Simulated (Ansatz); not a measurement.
# The cluster SiO2− (doublet): trial inputs and their diagnosis

Aim: try 2 inputs for the cluster SiO2− (doublet) as typed, read how each ends, and find what has to change.

The runs use Ansatz 0.2.0, Gaussian basis; the settings change from run to run.

### 1 The relaxed structure

The structure was relaxed beforehand with PBE0-D4 in a triple-zeta def2 set.

3 atoms, charge -1, spin multiplicity 2.

Atoms are counted from 1 here; the program's logs count them from 0.

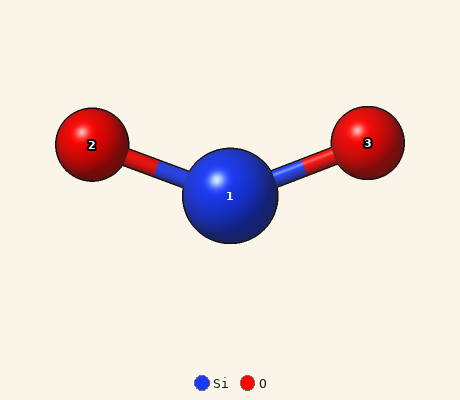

The geometry (silicon blue, oxygen red); atoms are numbered from 1 in the order of the file.

Geometry (Å):

```xyz
3

Si   -0.25226   -0.26365   -0.02682
O    -0.85773    1.11516   -0.39881
O     1.10999   -0.85153    0.42564
```

### 2 Attempt 1

in.yaml

```yaml
crystal:
  periodic: [false, false, false]
  atoms:
    - {symbol: Si, position_ang: [-0.252264, -0.263646, -0.026823]}
    - {symbol: O, position_ang: [-0.857729, 1.115163, -0.398812]}
    - {symbol: O, position_ang: [1.109993, -0.851527, 0.425645]}
basis:
  gaussian: {orbitals: def2-TZVPD, final_grid: {core_spheres: 1, valence_spheres: 1, degree: 1}}
total_charge: -1
magnetization: {spin_polarized: true, initial_magnetization: 1}
hamiltonian: {xc: {name: r2SCAN}}
scf: {omitted_lower_state_checks: [starts]}
output: {forces: true}
```

Launch:

```sh
$ ansatz run in.yaml --threads 4 --pin off --events-out ev --progress --plain --max-ram 3916MiB
```

Standard output (excerpt; [...] marks lines left out):

```text
Functional definition: r2SCAN
  name "r2SCAN"
  cite "Furness, Kaplan, Ning, Perdew & Sun, J. Phys. Chem. Lett. 11, 8208 (2020) doi:10.1021/acs.jpclett.0c02405"
  cite "Furness, Kaplan, Ning, Perdew & Sun, J. Phys. Chem. Lett. 11, 9248 (2020) doi:10.1021/acs.jpclett.0c03077"
  parent r2scan
[...]
643 factors; their error is unknown
[...]
a density is far from that of the atoms, so the factors are made again for it
1035 factors; integrals over basis functions are off by at most 7.1e-5 eV
[...]
mean field -12130.93643355 eV, -445.8036912890 hartree, gradient 2.7e-5 eV, S^2 6.131326; 0 other end points of the search recorded, 0 dependent functions left out
[...]
reference -12130.93655602 eV, -445.8036957894 hartree; 16, 15 occupied and 107, 108 virtual orbitals, 1035 factors
WARN: the results are in doubt because the forces break the atoms' symmetry
Total energy: -12130.93655602 eV, -445.8036957894 hartree
Atom 0 at    -0.252264    -0.263646    -0.026823 Å, force    47.139862    42.353794     6.069970 eV/Å
Atom 1 at    -0.857729     1.115163    -0.398812 Å, force    30.146053   -73.535448    19.268242 eV/Å
Atom 2 at     1.109993    -0.851527     0.425645 Å, force   -77.285916    31.181654   -25.338212 eV/Å
Dipole moment:    -1.486910     1.765159    -0.665669 e Å
In doubt: the forces break the atoms' symmetry
Checks for a lower state left out: starts
```

Run time: 12 s. Hardware: 4 threads of Intel Xeon at 2.50GHz, shared host.

What is wrong: It ended without an error, which proves nothing about the input. The integration grid is far too coarse. Its energy carries the error of the grid. To mend it, drop final_grid and take the default grid.

### 3 Attempt 2

in.yaml

```yaml
crystal:
  periodic: [false, false, false]
  atoms:
    - {symbol: Si, position_ang: [-0.305835, -0.344794, -0.017283]}
    - {symbol: O, position_ang: [-0.863035, 1.054995, -0.576841]}
    - {symbol: O, position_ang: [1.149107, -0.902146, 0.483816]}
basis:
  gaussian: {orbitals: ANO-RCC-VTZP}
total_charge: -1
magnetization: {spin_polarized: true, initial_magnetization: 5}
hamiltonian: {xc: {name: B3LYP}, dispersion: d3bj}
output: {forces: true}
```

Same command.

Standard output (excerpt; [...] marks lines left out):

```text
Functional definition: B3LYP
  name "B3LYP"
  cite "Stephens, Devlin, Chabalowski & Frisch, J. Phys. Chem. 98, 11623 (1994) doi:10.1021/j100096a001"
  cite "Becke, Phys. Rev. A 38, 3098 (1988) doi:10.1103/PhysRevA.38.3098"
  cite "Lee, Yang & Parr, Phys. Rev. B 37, 785 (1988) doi:10.1103/PhysRevB.37.785"
  cite "Vosko, Wilk & Nusair, Can. J. Phys. 58, 1200 (1980) doi:10.1139/p80-159"
[...]
772 factors; their error is unknown
[...]
mean field -11985.34469155 eV, -440.4532934561 hartree, gradient 2.4e-9 eV, S^2 8.758884; 6 other end points of the search recorded, 0 dependent functions left out
[...]
reference -11985.34489573 eV, -440.4533009594 hartree; 18, 13 occupied and 76, 81 virtual orbitals, 772 factors
Total energy: -11985.41829550 eV, -440.4559983512 hartree
Relativity: scalar
Atom 0 at    -0.305835    -0.344794    -0.017283 Å, force    -1.273198    -2.487651     0.483579 eV/Å
Atom 1 at    -0.863035     1.054995    -0.576841 Å, force    -2.729337     4.806174    -2.105452 eV/Å
Atom 2 at     1.149107    -0.902146     0.483816 Å, force     4.002535    -2.318523     1.621873 eV/Å
Dipole moment:    -0.100836    -0.069303    -0.003642 e Å
```

It took 28 s on 4 threads of Intel Xeon at 2.50GHz, shared host.

Diagnosis: It ended without an error, which proves nothing about the input. The spin is set far too high for this molecule. Its coordinates are also moved off the relaxed structure. It asks for 5 unpaired electrons; the ground state has 1. Its energy belongs to an excited spin state, not the ground state. Fix: set initial_magnetization back to that of the ground state.

### 4 How the tries ended

```
attempt               level      ended                                           cause  time
      1   r2SCAN/def2-TZVPD  converged          the integration grid is far too coarse  12 s
      2  B3LYP/ANO-RCC-VTZP  converged  the spin is set far too high for this molecule  28 s
```

2 converged. The dangerous case is the input that converges on a wrong geometry, charge, spin, basis or grid: often only a look at the input shows it.
